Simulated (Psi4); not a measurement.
# BCl (SMILES [B]Cl): HF/STO-3G

Aim: the vertical ionisation energy of BCl at HF/STO-3G, from 2 runs. 

The calculation is run with Psi4 1.11.

## (1) The molecule

The species is BCl (2 atoms), meant as a singlet with charge 0. SMILES: `[B]Cl`. Geometry: relaxed at PBE0-D4/def2-TZVP.

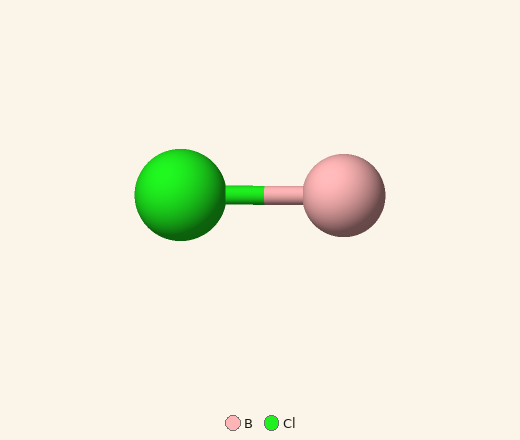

The structure, seen from a chosen angle (boron pink, chlorine green).

## (2) Energy and gradient at HF/STO-3G

calc.in reads:

```
memory 2.2 GB

molecule geom {
  0 1
  B      0.000000     0.000000    -0.069660
  Cl     0.000000     0.000000     1.648190
  symmetry c1
}

set globals {
  basis         STO-3G
  puream        true
  e_convergence 1e-09
  d_convergence 1e-08
  scf_type      pk
}

E, wfn = gradient('hf', return_wfn=True)
oeprop(wfn, 'MULLIKEN_CHARGES', 'MAYER_INDICES', 'LOWDIN_CHARGES', title='HF')
```

On the command line:

```bash
psi4 -n 1 calc.in calc.out
```

calc.out:

```text
[...]
  Running in c1 symmetry.
[...]
  Nuclear repulsion =   26.183929276100940
[...]
  Multiplicity = 1
[...]
  Nalpha       = 11
  Nbeta        = 11
[...]
    Number of basis functions: 14
[...]
   @RHF iter   1:  -478.83423075013746   -8.50586e-01   9.23352e-03 DIIS/ADIIS
[...]
   @RHF iter   8:  -478.85094642492209   -5.85487e-12   1.30177e-09 DIIS
[...]
    Orbital Energies [Eh]
    ---------------------
    Doubly Occupied:
       1A   -103.727407     2A    -10.411639     3A     -7.855003
       4A     -7.850381     5A     -7.850381     6A     -7.425393
       7A     -1.067543     8A     -0.581804     9A     -0.451506
      10A     -0.451506    11A     -0.302558
[...]
  @RHF Final Energy:  -478.85094642492209
   => Energetics <=
    Nuclear Repulsion Energy =             26.1839292761009403
    One-Electron Energy =                -714.1195109814996158
    Two-Electron Energy =                 209.0846352804766184
    Total Energy =                       -478.8509464249220855
[...]
 Multipole Moments:
 ------------------------------------------------------------------------------------
     Multipole            Electronic (a.u.)      Nuclear  (a.u.)        Total (a.u.)
 ------------------------------------------------------------------------------------
 L = 1.  Multiply by 2.5417464519 to convert [e a0] to [Debye]
 Dipole X            :         -0.0000000            0.0000000           -0.0000000
 Dipole Y            :         -0.0000000            0.0000000           -0.0000000
 Dipole Z            :         -0.9990985            0.8694190           -0.1296794
 Magnitude           :                                                    0.1296794
[...]
  -Total Gradient:
     Atom            X                  Y                   Z
    ------   -----------------  -----------------  -----------------
       1       -0.000000000000    -0.000000000000     0.040458505382
       2        0.000000000000     0.000000000000    -0.040458505384
[...]
  Mulliken Charges: (a.u.)
   Center  Symbol    Alpha    Beta     Spin     Total
       1     B     2.38090  2.38090  0.00000  0.23820
       2    CL     8.61910  8.61910  0.00000 -0.23820
   Total alpha = 11.00000, Total beta = 11.00000, Total charge = -0.00000
  Lowdin Charges: (a.u.)
   Center  Symbol    Alpha    Beta     Spin     Total
       1     B     2.45459  2.45459  0.00000  0.09083
       2    CL     8.54541  8.54541  0.00000 -0.09083
  Total alpha = 11.00000, Total beta = 11.00000, Total charge = -0.00000
[...]
```

It took 4.8 s on 1 thread of Intel Xeon at 2.50GHz (Skylake/Cascade Lake), shared host; peak memory 0.18 GiB.

## (3) The doublet cation: the energy at UHF/STO-3G

job.py reads:

```python
import psi4

psi4.set_memory(2200000000)
psi4.set_num_threads(1)
psi4.core.set_output_file('run.log', False)

mol = psi4.geometry("""
1 2
B      0.000000     0.000000    -0.069660
Cl     0.000000     0.000000     1.648190
symmetry c1
""")

psi4.set_options({
    'basis': 'STO-3G',
    'reference': 'uhf',
    'puream': True,
    'e_convergence': 1e-09,
    'd_convergence': 1e-08,
    'scf_type': 'pk',
    'maxiter': 100,
})

result = psi4.energy("hf")
print(f'total energy {result:.8f} hartree = {result * 27.211386:.5f} eV')
for k, v in sorted(psi4.core.scalar_variables().items()):
    print(f'{k:45s} {v:18.10f}')
```

On the command line:

```bash
python job.py
```

run.log (excerpt; [...] marks lines left out):

```text
[...]
  Running in c1 symmetry.
[...]
  Nuclear repulsion =   26.183929276100940
[...]
  Multiplicity = 2
[...]
  Nalpha       = 11
  Nbeta        = 10
[...]
    Number of basis functions: 14
[...]
   @UHF iter   1:  -478.48370251580235   -5.00058e-01   2.04510e-02 ADIIS/DIIS
[...]
   @UHF iter  12:  -478.58054275722537   -2.27374e-13   2.25033e-09 DIIS
[...]
   @S^2 Observed:                7.630885264E-01
[...]
    Orbital Energies [Eh]
    ---------------------
    Alpha Occupied:
       1A   -104.164841     2A    -10.825600     3A     -8.271768
       4A     -8.262710     5A     -8.262710     6A     -7.993855
       7A     -1.405464     8A     -0.939088     9A     -0.795523
      10A     -0.771001    11A     -0.771001
    Alpha Virtual:
      12A     -0.203789    13A     -0.203789    14A      0.106791
    Beta Occupied:
       1A   -104.164785     2A    -10.825562     3A     -8.267056
[...]
  @UHF Final Energy:  -478.58054275722537
   => Energetics <=
    Nuclear Repulsion Energy =             26.1839292761009403
    One-Electron Energy =                -705.4857921418497426
    Two-Electron Energy =                 200.7213201085234857
    Total Energy =                       -478.5805427572253166
  UHF NO Occupations:
  HONO-2 :    9  A 1.9970804
  HONO-1 :   10  A 1.9970804
[...]
 Multipole Moments:
 ------------------------------------------------------------------------------------
     Multipole            Electronic (a.u.)      Nuclear  (a.u.)        Total (a.u.)
 ------------------------------------------------------------------------------------
 L = 1.  Multiply by 2.5417464519 to convert [e a0] to [Debye]
 Dipole X            :         -0.0000000            0.0000000           -0.0000000
 Dipole Y            :          0.0000000            0.0000000            0.0000000
 Dipole Z            :         -2.9476954            0.8694190           -2.0782763
 Magnitude           :                                                    2.0782763
[...]
```

The script printed:

```text
total energy -478.58054276 hartree = -13022.83988 eV
CURRENT ENERGY                                   -478.5805427572
CURRENT REFERENCE ENERGY                         -478.5805427572
DD SOLVATION ENERGY                                 0.0000000000
HF KINETIC ENERGY                                 469.5171340596
HF POTENTIAL ENERGY                              -948.0976768168
HF TOTAL ENERGY                                  -478.5805427572
HF VIRIAL RATIO                                     2.0193036804
NUCLEAR REPULSION ENERGY                           26.1839292761
ONE-ELECTRON ENERGY                              -705.4857921418
PCM POLARIZATION ENERGY                             0.0000000000
PE ENERGY                                           0.0000000000
SCF ITERATION ENERGY                             -478.5805427572
SCF ITERATIONS                                     12.0000000000
SCF TOTAL ENERGY                                 -478.5805427572
TWO-ELECTRON ENERGY                               200.7213201085
```

Run time: 5.4 s. Hardware: 1 thread of Intel Xeon at 2.50GHz (Skylake/Cascade Lake), shared host; peak memory 0.18 GiB.

## (4) Summary of results

At HF/STO-3G:

| quantity | value |
| --- | --- |
| singlet BCl: total energy | -478.85095 Eh |
| singlet BCl: dipole moment | 0.33 D |
| singlet BCl: HOMO energy | -8.23 eV |
| singlet BCl: LUMO energy | 6.47 eV |
| singlet BCl: HOMO–LUMO gap | 14.70 eV |
| singlet BCl: largest force on an atom | 2.080 eV/Å |
| doublet cation: total energy | -478.58054 Eh |
| doublet cation: HOMO energy (highest over α and β) | -20.98 eV |
| doublet cation: LUMO energy (lowest over α and β) | -6.45 eV |
| doublet cation: ⟨S²⟩ | 0.763 |
| vertical ionisation energy (to the doublet cation) | 7.358 eV |

In words: Removing an electron at fixed nuclei costs 7.36 eV (710 kJ/mol). The largest force (singlet BCl) is 2.08 eV/Å: the shape isn't a stationary point for this species at this level. The negative HOMO energy of the first species, 8.23 eV, lies 0.87 eV above that difference. In a minimal basis such a difference can be off by several eV, whatever the method.
